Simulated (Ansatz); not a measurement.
```
atom    x (Å)    y (Å)    z (Å)
   W  -0.4383   0.1950   0.2718
   H   0.4726  -0.0931   1.6566
   H   1.5670  -0.1649  -0.1921
   F   0.1753   1.9003  -0.1969
   F  -2.1825  -0.3691   0.5362
   H  -0.1217  -1.3674  -0.2946
   H   1.2972   0.0292  -0.8814
```

Core potentials replace the inner electrons of W.

Computed with RHF/def2-SVP (Ansatz 0.2.0).

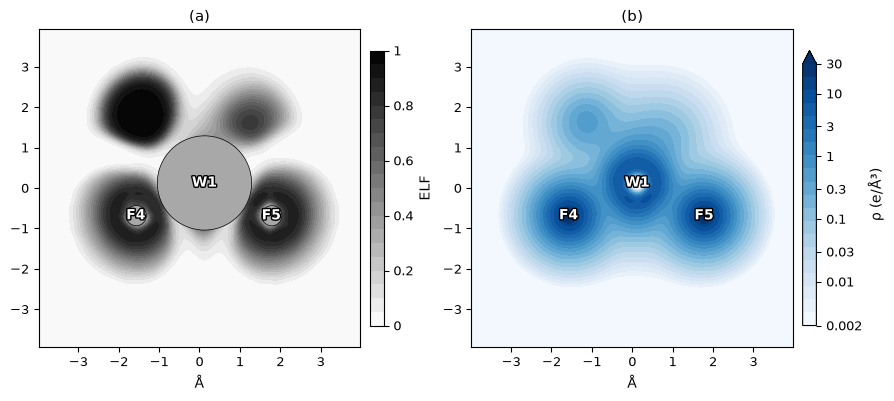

F2H4W. (a) ELF; (b) electron density on the plane of atoms F4, W1 and F5. Grey discs cover the atomic cores in the ELF map.

Read the bonding off the picture.

Answer. Atoms in the plane: W and F.
W–F (1.85 Å): ρ at the midpoint is about 1 e/Å³; the ELF peaks at about 0.85 in the valence shell of F, 0.5 Å from its nucleus, and drops to about 0.20 between the two atoms.
